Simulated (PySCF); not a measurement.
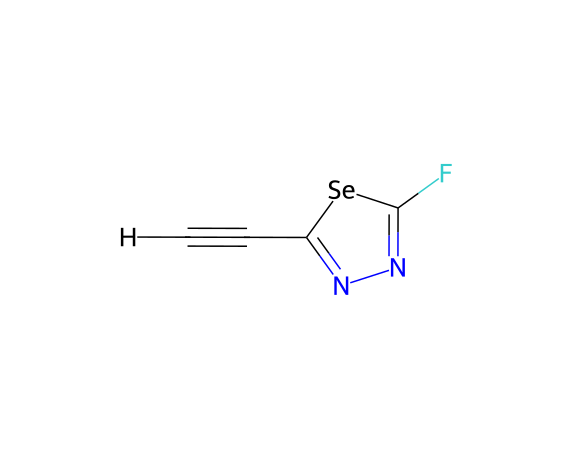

Computed geometry: GFN2-xTB optimisation. No frequency run is at hand to confirm it as a minimum. Method: B3LYP/def2-SVPD, gas phase (PySCF 2.14.0). Excitations: vertical, linear response.

Predict the main results.

The species is C₄HFN₂Se (`C#Cc1nnc(F)[se]1`).
- dipole moment: 3.68 D
- HOMO energy (Kohn–Sham orbital): −7.61 eV
- LUMO energy (Kohn–Sham orbital): −2.48 eV
- HOMO–LUMO gap: 5.12 eV
- mean static polarisability: 88.5 bohr³
- lowest vertical singlet excitation: 3.93 eV
- its oscillator strength: 0.000
- brightest of the 8 lowest singlets: 4.66 eV
- its oscillator strength: 0.14

The geometry is semi-empirical. Around Se such bond lengths and angles can be off by a tenth of an ångström or more and by several degrees, and values that hang on the shape move with them.
